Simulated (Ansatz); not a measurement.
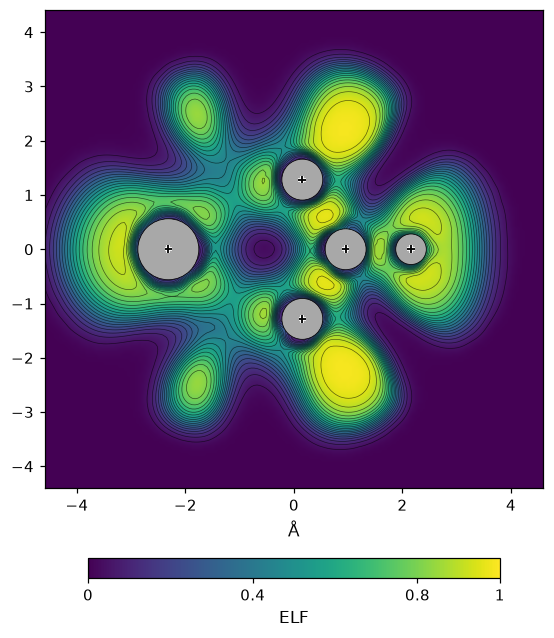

The ELF on a plane through atoms (crosses mark nuclei in the plane; grey discs cover the cores).

The calculation used RKS PBE0-D4/def2-TZVPP (Ansatz 0.2.0).

Candidates:
A. C4H10S2 (SMILES CCSSCC)
B. C5H8OS (SMILES O=C1CCSCC1)

Which system is this?

Candidate B: C5H8OS on the plane of atoms O1, C2 and C3, which holds O, C and S. C–O (1.20 Å): the ELF peaks at about 0.85 between the atoms: a short, multiple covalent bond. C–C (1.51 Å): the ELF peaks at about 0.95 between the atoms, as expected for localised, covalent bonding.
